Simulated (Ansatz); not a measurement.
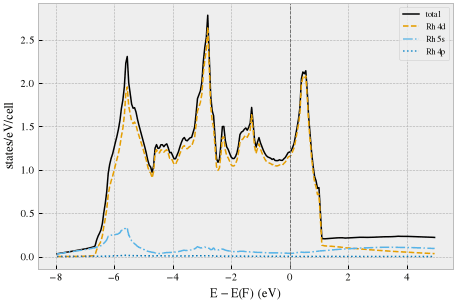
Fig. 1. Total and projected density of states of Rh (fcc (Cu type), Fm-3m), DFT-r²SCAN+D4 in the program Ansatz with PAW potentials

Question: Which orbitals carry the states next to the Fermi level?

Answer: Within 0.5 eV of the Fermi level: Rh 4d 96 %. Projections are on Löwdin-orthogonalised atomic valence shells; empty p or d shells of many metals are not among them.

Question: Where is the tallest occupied peak in this window, and what makes it?

Answer: Near -2.8 eV, about 2.8 states/eV per cell; the largest projected share is Rh 4d.

The cell was relaxed with r²SCAN+D4 under the symmetry of its start. The run is not spin-polarised. The pairwise dispersion correction was not fitted to metals. Spin–orbit coupling is left out wherever it is not named.

Potentials: the later of the program's two PAW sets.
